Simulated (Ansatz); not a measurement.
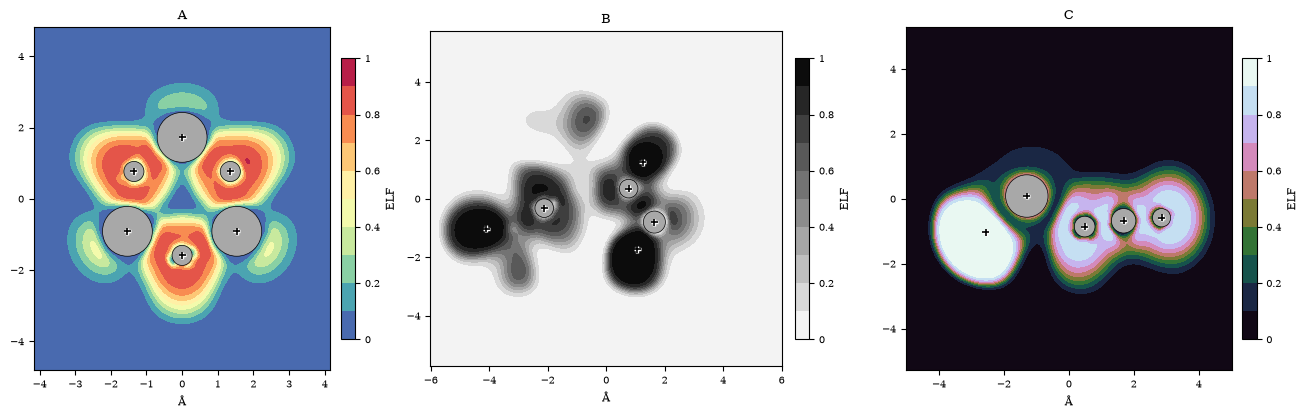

The ELF of 3 systems, each on a plane through atoms (crosses mark nuclei in the plane; grey discs cover the cores).

The calculation used Ansatz 0.2.0, RKS PBE0-D4/def2-TZVP.

System 1: C3H12ClGeN3 (GeCl(NHMe)3), the plane of atoms C10, N9 and H11. Geometry: PBE0-D4/def2-SVP.

```yaml
atoms:
  - { symbol: Ge, position_ang: [-0.0004, 0.0079, -0.0383] }
  - { symbol: Cl, position_ang: [0.0110, -0.0396, 2.1615] }
  - { symbol: N, position_ang: [1.7093, 0.0471, -0.6246] }
  - { symbol: C, position_ang: [2.7844, 0.6667, 0.1167] }
  - { symbol: H, position_ang: [1.9770, -0.8027, -1.1118] }
  - { symbol: H, position_ang: [3.6278, 0.9086, -0.5519] }
  - { symbol: H, position_ang: [2.4427, 1.6180, 0.5541] }
  - { symbol: H, position_ang: [3.1751, 0.0544, 0.9521] }
  - { symbol: N, position_ang: [-0.8821, 1.4905, -0.5810] }
  - { symbol: C, position_ang: [-1.9910, 2.0561, 0.1538] }
  - { symbol: H, position_ang: [-0.2673, 2.1818, -0.9991] }
  - { symbol: H, position_ang: [-2.5905, 2.7153, -0.4959] }
  - { symbol: H, position_ang: [-2.6631, 1.2549, 0.4987] }
  - { symbol: H, position_ang: [-1.6982, 2.6344, 1.0507] }
  - { symbol: N, position_ang: [-0.8366, -1.4707, -0.6582] }
  - { symbol: C, position_ang: [-0.7904, -2.7423, 0.0276] }
  - { symbol: H, position_ang: [-1.7330, -1.2646, -1.0881] }
  - { symbol: H, position_ang: [-1.0537, -3.5633, -0.6600] }
  - { symbol: H, position_ang: [0.2324, -2.9423, 0.3830] }
  - { symbol: H, position_ang: [-1.4536, -2.8100, 0.9109] }
```

System 2: C3HN3O3Sn (SnH(NCO)3), the plane of atoms H2, Sn1 and N9. Geometry: r2SCAN-D4/def2-SVP; core potentials replace the inner electrons of Sn.

```xyz
11

Sn    0.0514    0.0155    1.2467
H     0.1054    0.0479    2.9257
N     1.9114   -0.0242    0.4709
C     2.5304   -0.0155   -0.5733
O     3.1949   -0.0102   -1.5375
N    -0.8916    1.6445    0.5261
C    -1.2664    2.1849   -0.4941
O    -1.6567    2.7651   -1.4335
N    -0.9313   -1.6177    0.5921
C    -1.3208   -2.1906   -0.4044
O    -1.7267   -2.7996   -1.3187
```

System 3: Cl2H4O3Si3 ((Cl)2Si(OSiH2)2O), the plane of atoms O4, Si1 and O8. Geometry: PBE-D4/def2-SVP.

| atom | x (Å) | y (Å) | z (Å) |
| --- | --- | --- | --- |
| Si | -1.1922 | 1.0326 | -0.6089 |
| Cl | -1.0686 | 3.0786 | -0.6886 |
| Cl | -2.9941 | 0.4348 | -1.3859 |
| O | -1.0733 | 0.5306 | 0.9660 |
| Si | 0.0349 | -0.4837 | 1.7359 |
| O | 1.1457 | -0.9872 | 0.5847 |
| Si | 1.2989 | -0.6699 | -1.0549 |
| O | 0.0414 | 0.3675 | -1.4932 |
| H | -0.6956 | -1.6682 | 2.2832 |
| H | 0.7351 | 0.2916 | 2.8058 |
| H | 1.1658 | -1.9424 | -1.8289 |
| H | 2.6020 | 0.0157 | -1.3154 |

> Match each panel to its system.

Panel A is system 3, Cl2H4O3Si3: the plane holds Si and O. Si–O (1.66 Å): the ELF peaks at about 0.85 between the atoms (a polar covalent bond). Panel B is system 1, C3H12ClGeN3: the plane holds N, C and H. C–N (1.45 Å): the ELF peaks at about 0.90 between the atoms; localised, covalent bonding. Panel C is system 2, C3HN3O3Sn: the plane holds Sn, H, N, C and O. C–O (1.17 Å): the ELF peaks at about 0.85 between the atoms (a short, multiple covalent bond).
